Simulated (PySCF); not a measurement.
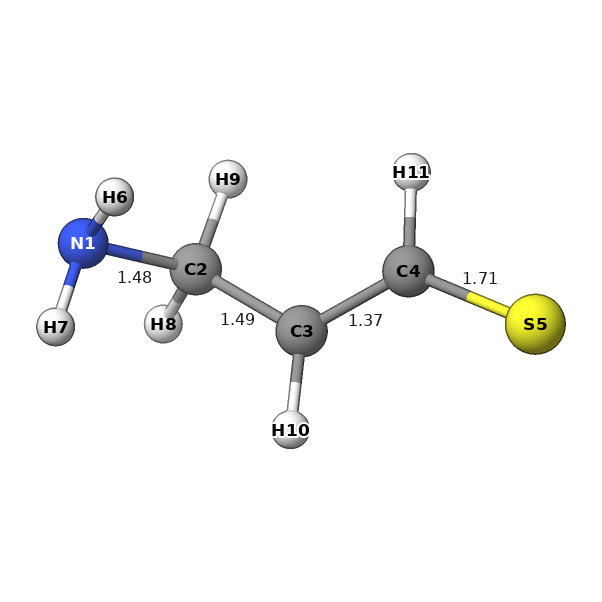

Bond lengths are marked in Å; every bond is drawn as one stick. Charge −1, singlet. The geometry was computed by an optimisation with PBE0-D3(BJ)/def2-SVP. No frequency run is at hand to confirm it as a minimum.

Question: Which of the marked bonds are single, double, triple or aromatic?

Answer: N1–C2 single; C2–C3 single; C3–C4 double; C4–S5 single. This is one Lewis structure.

Question: Write the SMILES.

Answer: NC/C=C/[S-]
